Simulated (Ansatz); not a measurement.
# CH2AlNO (SMILES O=C=[N][AlH2]): HF/3-21G

Aim: the vertical electron affinity of CH2AlNO at HF/3-21G, from 2 runs. 

The results are computed with Ansatz 0.2.0.

69 further runs of the same task are left out: 69 set aside as unsound or not needed. Runs told in other sessions of the task aren't counted.

### Step 1. Starting point

CH2AlNO: 6 atoms, total charge 0, spin state singlet. SMILES: `O=C=[N][AlH2]`. The shape is that of a PBE0-D4/def2-TZVP optimisation.

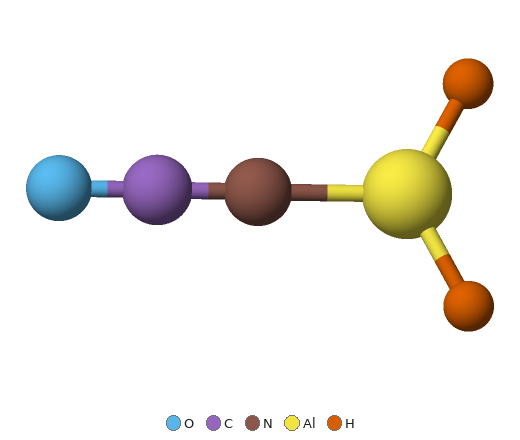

The structure, seen from a chosen angle (oxygen blue, carbon purple, nitrogen brown, aluminium yellow, hydrogen orange).

### Step 2. A single-point energy at HF/3-21G

Input file molecule.yaml:

```yaml
crystal:
  periodic: [false, false, false]
  atoms:
    - symbol: O
      position_ang: [1.702300, -2.146700, 0.966300]
    - symbol: C
      position_ang: [1.019700, -1.287700, 0.572500]
    - symbol: "N"
      position_ang: [0.319600, -0.406900, 0.168300]
    - symbol: Al
      position_ang: [-0.716100, 0.900800, -0.422500]
    - symbol: H
      position_ang: [-1.263800, 0.785800, -1.894800]
    - symbol: H
      position_ang: [-1.019700, 2.090500, 0.564100]
basis:
  gaussian: {orbitals: 3-21G.json}
hamiltonian: {xc: hf}
output: {orbitals: {seedname: orbitals}}
accuracy: high
```

The basis set 3-21G is read from a file made from the Basis Set Exchange's data (not shown).

The run is started by

```console
$ ansatz run molecule.yaml --threads 1 --pin off --max-ram 2610MiB --events-out events.jsonl --progress --plain --runs-dir runs
```

The program printed:

```text
Warning: RAYON_NUM_THREADS=1 ignored (pool sized by the plan → 1); use --threads N
Functional definition: HF
  name "HF"
  exchange = exact_x
  correlation = 0
953 factors; integrals over basis functions are off by at most 3.1e-9 eV
mean field evaluation 1: about -11100.6197 eV, gradient 3.5e1 eV
mean field evaluation 2: about -11100.9050 eV, gradient 3.5e1 eV
mean field evaluation 4: about -11103.3534 eV, gradient 2.1e0 eV
mean field evaluation 8: about -11103.3847 eV, gradient 2.7e-1 eV
mean field evaluation 16: about -11103.3849 eV, gradient 1.1e-8 eV
mean field -11103.38490356 eV, -408.0418690613 hartree, gradient 4.5e-8 eV, S^2 0.000000; 0 other end points of the search recorded, 0 dependent functions left out
reference -11103.38490356 eV, -408.0418690613 hartree; 18, 18 occupied and 26, 26 virtual orbitals, 953 factors
Total energy: -11103.38490356 eV, -408.0418690613 hartree
```

Run time: 0.36 s. Hardware: 1 thread of Arm Neoverse V2, shared host.

### Step 3. The doublet anion, same level

Input file job.yaml:

```yaml
crystal:
  periodic: [false, false, false]
  atoms:
    - {symbol: O, position_ang: [1.702300, -2.146700, 0.966300]}
    - {symbol: C, position_ang: [1.019700, -1.287700, 0.572500]}
    - {symbol: N, position_ang: [0.319600, -0.406900, 0.168300]}
    - {symbol: Al, position_ang: [-0.716100, 0.900800, -0.422500]}
    - {symbol: H, position_ang: [-1.263800, 0.785800, -1.894800]}
    - {symbol: H, position_ang: [-1.019700, 2.090500, 0.564100]}
basis:
  gaussian:
    orbitals: 3-21G.json
total_charge: -1
magnetization:
  spin_polarized: true
  initial_magnetization: 1
hamiltonian:
  xc: hf
accuracy: high
output: {orbitals: {seedname: orbitals}}
```

The basis set 3-21G is read from a file made from the Basis Set Exchange's data (not shown).

The run is started by

```console
$ ansatz run job.yaml --threads 1 --pin off --max-ram 2610MiB --events-out events.jsonl --progress --plain --runs-dir runs
```

The program printed:

```text
Warning: RAYON_NUM_THREADS=1 ignored (pool sized by the plan → 1); use --threads N
[... 4 set-up lines as earlier in the session ...]
953 factors; integrals over basis functions are off by at most 3.1e-9 eV
mean field evaluation 1: about -11099.6331 eV, gradient 2.2e1 eV
mean field evaluation 2: about -11099.9637 eV, gradient 2.2e1 eV
mean field evaluation 4: about -11102.6100 eV, gradient 2.8e0 eV
mean field evaluation 8: about -11102.6838 eV, gradient 3.5e-1 eV
mean field evaluation 16: about -11102.6883 eV, gradient 2.5e-5 eV
mean field -11102.68831437 eV, -408.0162698805 hartree, gradient 7.0e-8 eV, S^2 0.770605; 0 other end points of the search recorded, 0 dependent functions left out
reference -11102.68831437 eV, -408.0162698805 hartree; 19, 18 occupied and 25, 26 virtual orbitals, 953 factors
Total energy: -11102.68831437 eV, -408.0162698805 hartree
```

Run time: 0.52 s. Hardware: 1 thread of Arm Neoverse V2, shared host; peak memory 0.1 GiB.

### Step 4. Results

At HF/3-21G:

| quantity | value |
| --- | --- |
| singlet CH2AlNO: total energy | -408.04187 Eh |
| singlet CH2AlNO: HOMO energy | -11.12 eV |
| singlet CH2AlNO: LUMO energy | 1.07 eV |
| singlet CH2AlNO: HOMO–LUMO gap | 12.18 eV |
| doublet anion: total energy | -408.01627 Eh |
| doublet anion: HOMO energy (highest over α and β) | 0.31 eV |
| doublet anion: LUMO energy (lowest over α and β) | 7.43 eV |
| doublet anion: ⟨S²⟩ | 0.771 |
| vertical electron affinity (to the doublet anion) | -0.697 eV |

In words: The anion lies 0.70 eV (67.2 kJ/mol) above the neutral: the electron isn't bound at this level, and such a value depends on the basis. Without diffuse functions anions come out too high. Hartree–Fock misses the correlation that binds many anions. The HOMO (doublet anion) lies at positive energy, 0.31 eV: the electron is unbound at this level or held by a compact basis; values depend on the basis.
